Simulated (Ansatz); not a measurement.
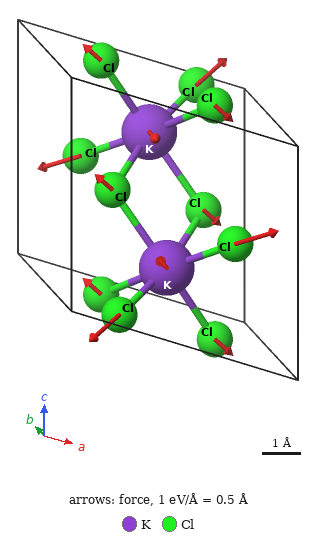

Starting geometry of a crystal of KCl4 (a generated structure, set up in P2/c) with the computed forces as red arrows. Style: ball-and-stick. Shown: the cell of the calculation, slightly off an axis.

The start is a swapped structure.

The calculation used DFT, PAW plane waves, PBEsol (Ansatz). (plane-wave cutoff 420 eV; k-point mesh 4 × 3 × 4; occupations fermi dirac; smearing width 0.1 eV; no spin polarisation; cell and atoms relaxed; force threshold 0.03 eV/Å; at most 60 steps)

> What follows when this structure is relaxed?

It isn't relaxed: the largest force vector, on Cl atoms, is 2.94 eV/Å. The final displacements follow the starting forces only in part (cosine between the two patterns 0.59). After 25 accepted moves (30 points after the start) the energy has fallen by 11.216 eV per cell of the calculation. The largest force component goes from 2.2 to 0.0028 eV/Å. Pressure: 6.80 GPa at the start and 0.00 GPa at the end. The line search rejected the trial steps at points 14, 18, 26 of the run. The SCF was repeated twice at an unchanged geometry on a basis and grid sized afresh for the cell, which shifted the energy by 26.8 meV per cell of the calculation at most. The largest moves relative to the cell, 1.24 Å, are those of Cl atoms. Largest moves by element: Cl 1.24 Å, K 0.25 Å. The volume changes by −3.2 %, with a 6.539 → 4.709 Å (−28.0 %), b 7.624 → 8.149 Å (+6.9 %), c 6.408 → 7.846 Å (+22.5 %), β 109.1° → 104.0°. Among the contacts that change: Cl–Cl 4.040 → 2.358 Å, Cl–K 4.804 → 3.137 Å, Cl–Cl 3.924 → 2.327 Å, Cl–Cl 3.751 → 2.375 Å. New bonds form: Cl–Cl (3.75 → 2.37 Å), Cl–Cl (4.04 → 2.36 Å), Cl–K (4.57 → 3.50 Å), Cl–K (4.80 → 3.14 Å). Bond angles that change, for instance: Cl–K–Cl 100.2° → 74.5°, Cl–K–Cl 93.4° → 109.4°, Cl–K–Cl 89.3° → 103.3°. The space group stays P2/c (No. 13). The run took 7.5 min on 2 threads of Arm Neoverse V1 (shared host), peak memory 0.66 GiB.
